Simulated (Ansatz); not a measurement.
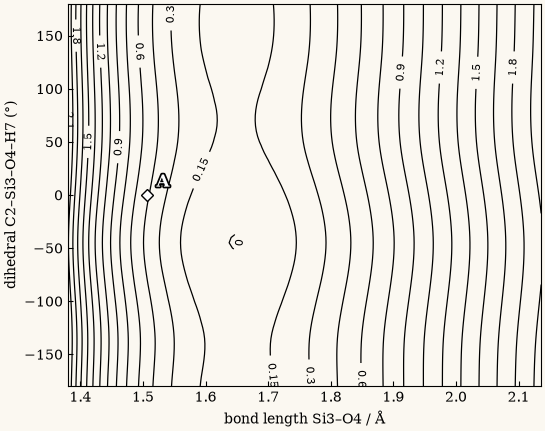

C₂H₂FOSi, SMILES [C]#C[SiH](O)F, spin multiplicity 2. The first coordinate is: bond length Si3–O4; the second: dihedral C2–Si3–O4–H7. Nothing is relaxed (all other coordinates rigid). Grid: 7 × 8 points. All energies are given in eV relative to the relaxed molecule at the same level. All numbers below come from UKS r2SCAN-D4/def2-SVP in Ansatz.

In the figure: contour lines labelled in eV, the point A. Between grid points the surface is interpolated.

> Which way does the force act at A, and how strong is it?

A, at bond length Si3–O4 = 1.506 Å, dihedral C2–Si3–O4–H7 = 0°, is not a stationary point. The computed force is 6.9 eV for each Å towards larger values of bond length Si3–O4 and 0.0021 eV for each degree towards smaller values of dihedral C2–Si3–O4–H7.
